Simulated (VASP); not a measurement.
Band structure of FeCo (space group Pm-3m). Level of theory: PBEsol GGA, VASP's PBE PAW potentials (set 64) (plane waves; VASP).

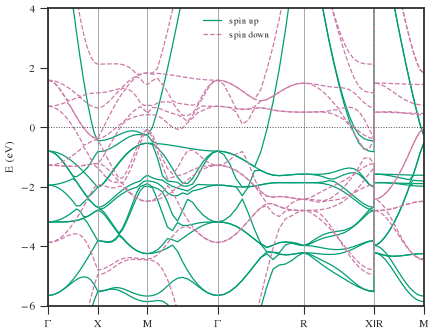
Figure. Bands along high-symmetry lines, zero at the valence-band maximum or, without a gap, the Fermi level

Problem. Read the plot: is there a gap, and where are the band edges?

Solution. It has no gap at this level: it comes out as a metal or semimetal. (Edges off the drawn lines would not show.)

The structure comes from a measured FeCo entry (Pm-3m) of the Crystallography Open Database, whose conditions weren't checked. It was relaxed first, which changed the volume by -6 %.
